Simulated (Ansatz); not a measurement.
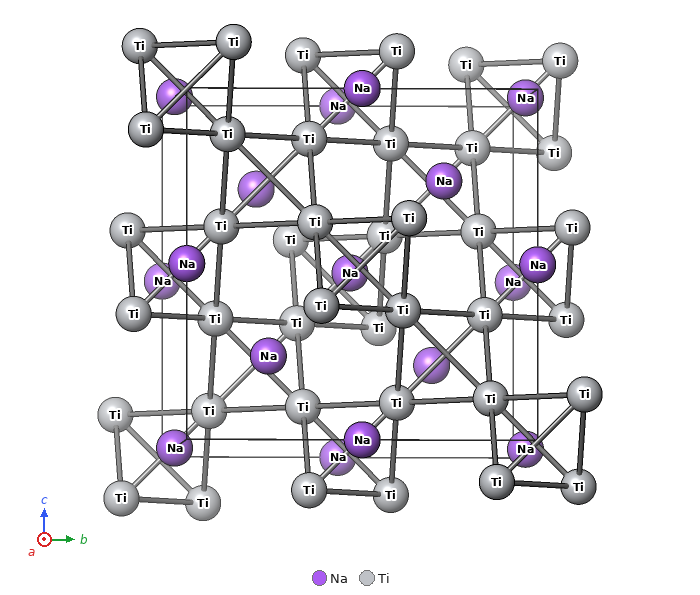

The compound is NaTi₂ (space group Fd-3m, No. 227), taken as the input geometry of an electronic-structure calculation (not necessarily at equilibrium); the starting structure was generated, so it need not be a known form of this composition.

Bonds are taken as Ti–Ti below 3.2 Å; Na is left out of the net, as the electropositive filling of the structure. The graph is simplified in the usual way: terminal and isolated atoms are pruned, two-connected atoms become edges.

What kind of net remains, and which atoms are its nodes?

Answer. A uninodal 6-connected, three-periodic net: Ti is a 6-connected node.

Which named net is it?

Answer. It is the crs net, known from the B net of the cubic Laves phase and of pyrochlore.

Is the net interpenetrated?

Answer. It is a single net, without interpenetration.

Give the first five terms of the coordination sequence (nodes one, two, three … edges away).

Answer. Ti: 6, 18, 48, 78, 126.

The simplified net, drawn on the atoms' positions. Nodes are coloured by element. Edges to nodes outside the piece are drawn as stubs.

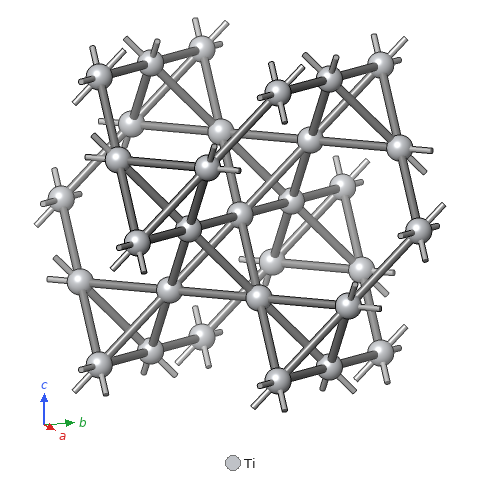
